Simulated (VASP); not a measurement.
Band structure of Ca3GeN (space group Pm-3m). Calculation: LDA (Ceperley-Alder, Perdew-Zunger), VASP's LDA PAW potentials (set 64) (plane waves; VASP 6.6.1).

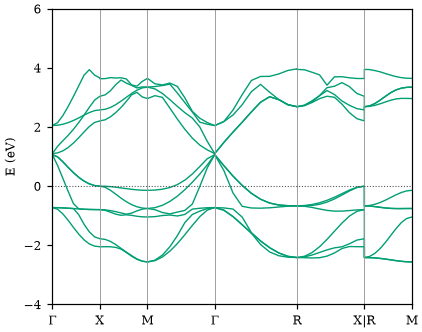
Figure: Bands along high-symmetry lines, zero at the valence-band maximum or, without a gap, the Fermi level

Task: Read the plot: is there a gap, and where are the band edges?

Result: It has no gap at this level: it comes out as a metal or semimetal.

The structure comes from a computed database's Ca3GeN entry; how it stands against other phases isn't given here. The cell was not relaxed at this level. The electron count is odd and the run is not spin-polarised, which forces a metal.
